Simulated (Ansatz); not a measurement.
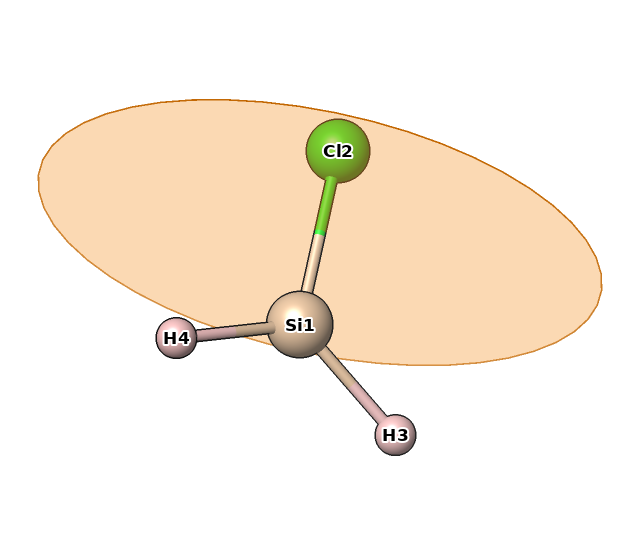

A disc through the centre of mass is drawn in. Depth is shown by fading: the farther an atom, the more it takes the colour of the background. The species has charge +1 and is a spin singlet. Computed geometry: PBE0-D4/def2-TZVP optimisation. No frequency run is at hand to confirm it as a minimum.

> Is the plane of the disc a mirror plane of the structure?

No. The point group is C2v, with 1 C2 axis and 2 mirror planes, and this plane isn't one of its mirror planes.
